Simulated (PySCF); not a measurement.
# C₇H₅FN (doublet): what the fields show

```xyz
14

N     3.1963    0.0688   -0.7986
C     2.0360   -0.1304   -0.5017
C     0.8861   -0.2105    0.1557
C     0.1164   -1.1795    0.7905
C    -1.0366   -0.2541    1.0430
C    -1.9925   -0.1354   -0.1360
C    -1.2560    0.8136   -0.7035
F    -1.3247    1.4836   -1.8596
C    -0.1954    0.8603    0.3494
H     3.5571   -0.0396   -1.7397
H     0.2422   -2.2311    0.9405
H    -1.4503   -0.1655    2.0421
H    -2.8745   -0.6818   -0.4045
H     0.0952    1.8012    0.8003
```

Geometry: GFN2-xTB.

Theory: UKS B3LYP, pcH-1 on C F H N, non-relativistic, mean-field spin-orbit, GIAO in PySCF.

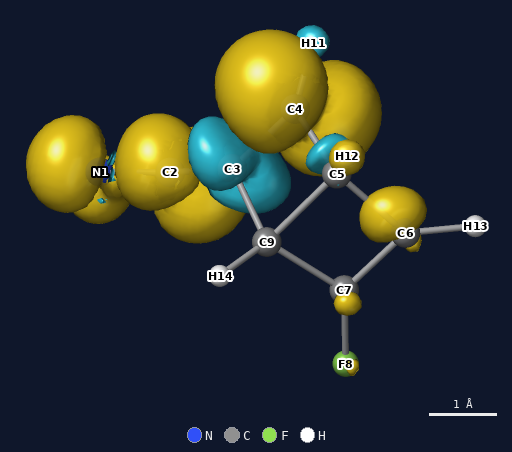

Figure 1. Isosurfaces of the spin density (α minus β) at +0.02 (yellow) and −0.02 e/Å³ (cyan), seen at a tilt.

> Describe the spin distribution.

The unpaired spin (1 electron) lies mostly on C4 (about 0.4), C2 (about 0.3) and N1 (about 0.1), in electrons by Hirshfeld's partition.

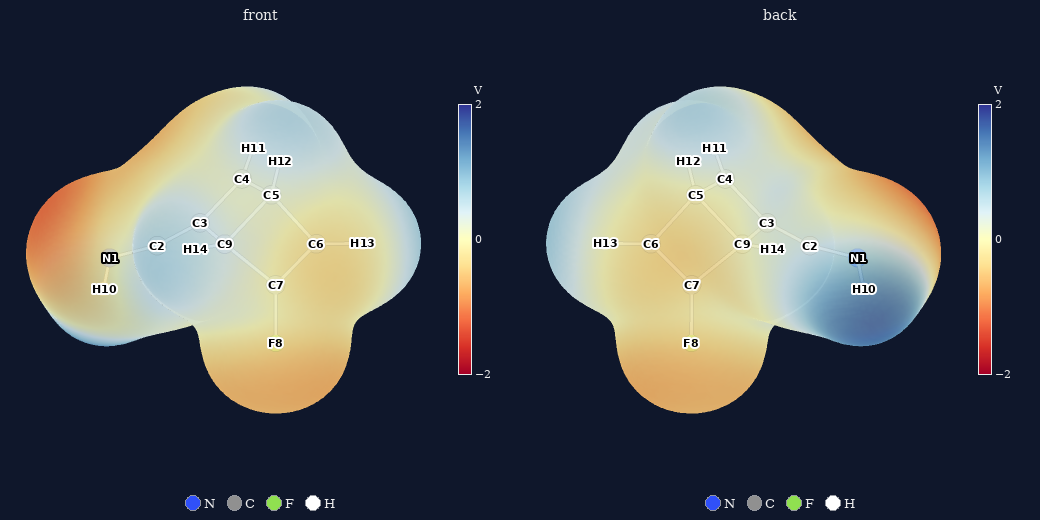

Figure 2. The electrostatic potential painted on the density surface at 0.001 e/bohr³, seen from the front and from behind; the colour scale runs from red (negative) to blue (positive).

> Where is the surface potential most negative and most positive?

The most negative region (about −1.1 V, or −25 kcal/mol for a unit charge) lies over N1, the most positive (about +1.6 V, or +37 kcal/mol for a unit charge) over H10. N1 is the likeliest acceptor of a hydrogen bond.

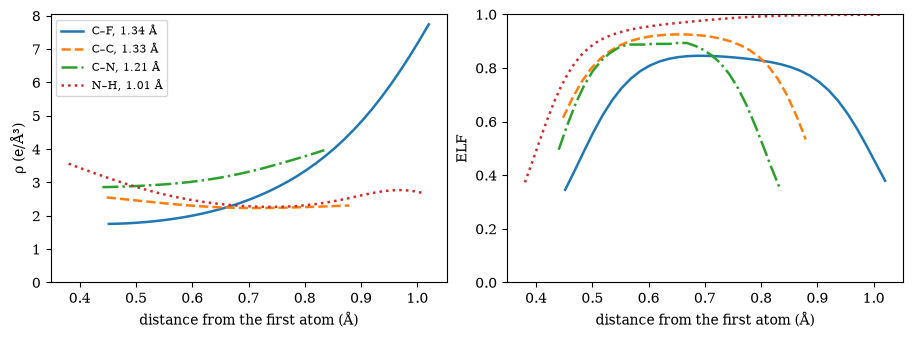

Figure 3. Electron density and ELF along straight lines between neighbouring atoms. The curves leave out the atomic cores.

> What kind of bonding do the profiles show?

C–F (1.34 Å): ρ at the midpoint is about 2.3 e/Å³; the ELF peaks at about 0.85 between the atoms (a shared but strongly polarised pair).
C–C (1.33 Å): the density is about 2.2 e/Å³ at the midpoint; the ELF peaks at about 0.95 between the atoms (a short, multiple covalent bond).
C–N (1.21 Å): ρ is about 3 e/Å³ halfway; the ELF peaks at about 0.90 between the atoms: a short, multiple covalent bond.
N–H (1.01 Å): ρ at the midpoint is about 2.8 e/Å³; the ELF climbs to about 1 towards the hydrogen, as it does in any bond to H; an ordinary covalent bond to hydrogen.
